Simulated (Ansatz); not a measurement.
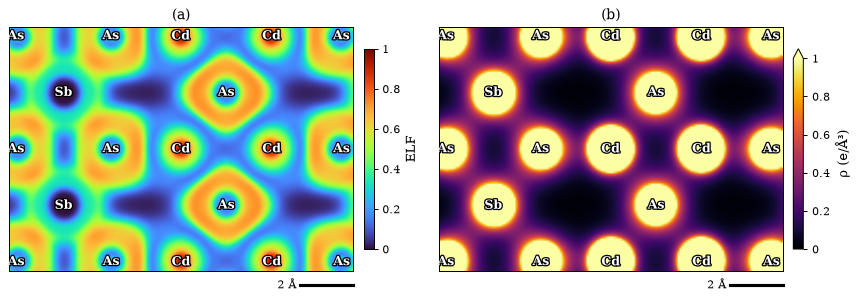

Figure. Cd₂SbAs₃. (a) electron localisation function; (b) valence charge density (pseudo) on the (100) plane of the standardised cell.

Space group C2/m; a structure from a database of computed crystals, not necessarily the ambient phase; started from the Li2HfO3-12 prototype, which need not be the ambient phase.

Level of theory: Ansatz 0.2.0, DFT, r2SCAN+rVV10, plane waves, PAW.

Question: Describe what can be read from this map.

Answer:
- Atoms in the plane: Cd, Sb and As.
- Cd–As (2.66 Å): ρ at the midpoint is about 0.36 e/Å³; the ELF is about 0.40 at the midpoint and 0.15 at its lowest between the atoms.
- Sb–As (2.81 Å): the density is about 0.35 e/Å³ at the midpoint; the ELF is about 0.60 at the midpoint.
- Cd–As (2.76 Å): the density is about 0.3 e/Å³ at the midpoint; the ELF is about 0.40 at the midpoint and 0.15 at its lowest between the atoms.
- Between the atoms the lowest density in this plane is 0.02 e/Å³.
- The features right at Cd lie inside the PAW spheres, where the map follows smoothed inner orbitals and isn't to be read closely.
